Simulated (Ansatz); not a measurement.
BHClF3: several calculations on one system

### Relaxation

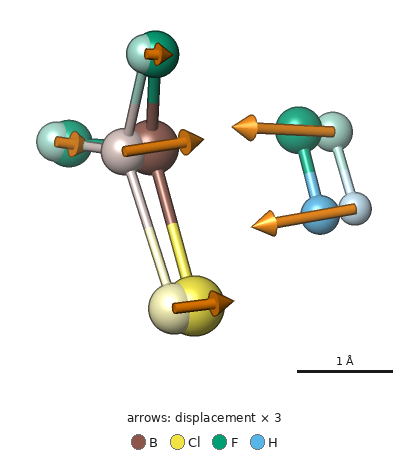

This is a relaxation of BHClF₃. The starting structure is drawn faded, the final one solid; orange arrows show the displacements, 3 times their true length. The two geometries are superimposed by the best rigid fit.

A ball-and-stick model, seen at a tilt.

The run prepares an end point of a later path (reaction) calculation, from a guessed geometry.

All numbers below come from RKS LDA/def2-SVP in Ansatz 0.2.0.

The input:
```yaml
crystal:
  periodic: [false, false, false]
  atoms:
    - { symbol: B, position_ang: [-0.00918, 0.278046, 0.07423] }
    - { symbol: Cl, position_ang: [-0.028069, 0.622502, 1.861562] }
    - { symbol: F, position_ang: [1.133141, 0.245146, -0.550548] }
    - { symbol: F, position_ang: [-1.139041, 0.210907, -0.569586] }
    - { symbol: F, position_ang: [0.040993, -2.170986, 0.620877] }
    - { symbol: H, position_ang: [0.122456, -1.914814, 1.514165] }
basis:
  gaussian: { orbitals: def2-SVP }
hamiltonian:
  xc: lda
relax:
  f_tol: 0.03
  max_steps: 50
```

Launched with:
```bash
ansatz run input.yaml --threads 1 --pin off --max-ram 2048MiB --backend cpu --events-out ev --progress --plain --runs-dir out
```

What happened in the run?

Answer. The largest move after the best rigid fit is that of F5, 0.41 Å. Largest moves by element: F 0.41 Å, H 0.40 Å, B 0.32 Å, Cl 0.23 Å. Some distances before and after: B1–F5 2.510 → 1.780 Å, Cl2–H6 2.565 → 1.986 Å, F5–H6 0.933 → 0.981 Å, B1–Cl2 1.820 → 1.836 Å. Among the angles between lasting bonds that change: Cl2–B1–F3 119.0° → 116.3°. After 8 accepted moves (9 points after the start) the energy has fallen by 6.23 kcal/mol. The largest force component goes from 1.2 to 0.023 eV/Å. The line search rejected the trial step at point 6 of the run.

Limits of the set-up: the start holds two separate molecules, 2.5 Å apart at their closest, whose relative position is a soft coordinate and is computed without a dispersion correction.

### Relaxation

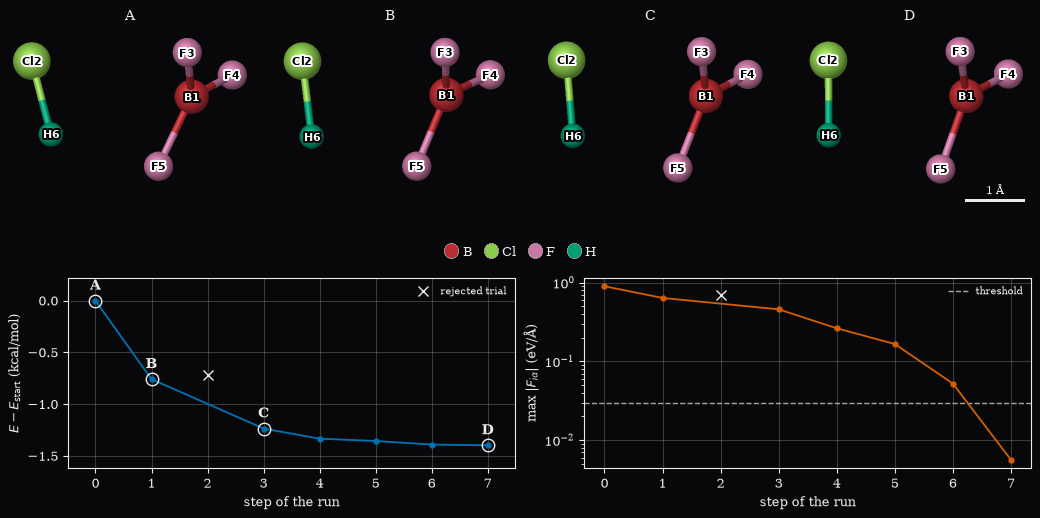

Frames of a relaxation of BHClF$_{3}$, marked on the history of the run. The picture is a ball-and-stick view, seen at a tilt.

The run prepares an end point of a later path (reaction) calculation, from a guessed geometry.

These are results of RKS LDA/def2-SVP (Ansatz 0.2.0), not measurements.

The input:
```yaml
crystal:
  periodic: [false, false, false]
  atoms:
    - { symbol: B, position_ang: [0.024816, -0.405195, -0.423522] }
    - { symbol: Cl, position_ang: [0.015138, 0.104699, 2.587277] }
    - { symbol: F, position_ang: [1.141158, 0.202128, -0.7246] }
    - { symbol: F, position_ang: [-1.130627, 0.153897, -0.664079] }
    - { symbol: F, position_ang: [0.064295, -1.635354, 0.056879] }
    - { symbol: H, position_ang: [0.00552, -1.149375, 2.118744] }
basis:
  gaussian: { orbitals: def2-SVP }
hamiltonian:
  xc: lda
relax:
  f_tol: 0.03
  max_steps: 50
```

Launched with:
```bash
ansatz run input.yaml --threads 1 --pin off --max-ram 2048MiB --backend cpu --events-out ev --progress --plain --runs-dir out
```

**What happens along the run?**

The atom that moves furthest after the best rigid fit is Cl2 (0.30 Å). Largest moves by element: Cl 0.30 Å, F 0.13 Å, B 0.11 Å, H 0.05 Å. Some distances before and after: B1–Cl2 3.054 → 2.656 Å, Cl2–H6 1.339 → 1.304 Å, B1–F3 1.306 → 1.310 Å, B1–F5 1.321 → 1.326 Å. The energy falls by 1.40 kcal/mol in 6 accepted moves (7 points after the start). Largest force component: 0.9 eV/Å at the start, 0.0056 eV/Å at the end. The line search rejected the trial step at point 2 of the run. The run took 10 s on 1 thread of Arm Neoverse V2 (shared host), peak memory 0.13 GiB. From step 0 to 1: Cl2 moves most (0.19 Å), energy −0.76 kcal/mol. From step 1 to 3: Cl2 moves most (0.08 Å), energy −0.48 kcal/mol. From step 3 to 7: H6 moves most (0.07 Å), energy −0.16 kcal/mol.

```tsv
step	E − E(0), kcal/mol	largest force component, eV/Å	note
0	0.00	0.9011	
1	-0.76	0.6399	
2	-0.72	0.6962	rejected
3	-1.23	0.4584	
4	-1.33	0.2634	
5	-1.35	0.1662	
6	-1.39	0.0522	
7	-1.40	0.0056
```

### Path

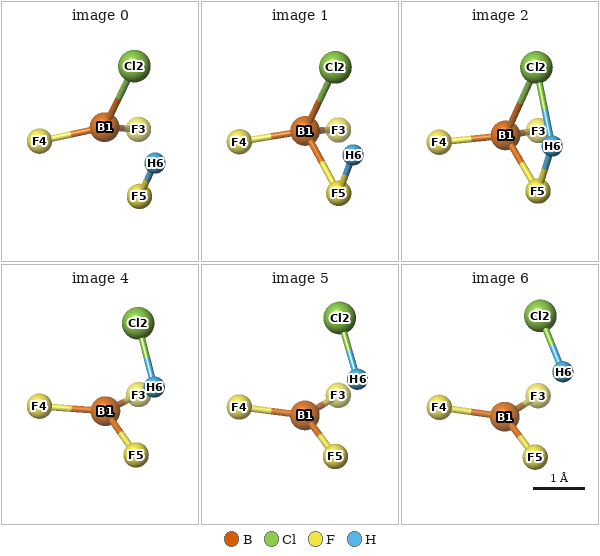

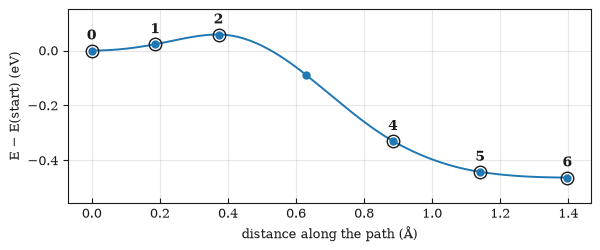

A nudged-elastic-band calculation for BHClF3. Images are numbered from 0 (start) to 6 (end). A ball-and-stick model, seen from a free direction.

All numbers below come from RKS LDA/def2-SVP in Ansatz. Set-up: 5 movable images; climbing image; force threshold 0.05 eV/Å; iteration limit 60; starting path through a guess of the saddle point.

Describe the mechanism and the energy profile.

The highest point, image 2, lies 0.06 eV above the start and 0.52 eV above the end; the end is at −0.46 eV relative to the start. Breaking: B1–Cl2 (1.84 → 1.98 at the top → 2.66 Å), F5–H6 (0.98 → 1.14 at the top → 2.18 Å). Forming: B1–F5 (1.78 → 1.55 at the top → 1.33 Å), Cl2–H6 (1.99 → 1.60 at the top → 1.30 Å). The band converged in 9 iterations. The largest component of the band force went from 4.6 to 0.017 eV/Å. The climbing image converged on the top of the path. Its vibrational analysis gives one imaginary mode (493i cm⁻¹), as a transition state must have.

The run took 50 s on 1 thread of Arm Neoverse V2 (shared host), peak memory 0.13 GiB.
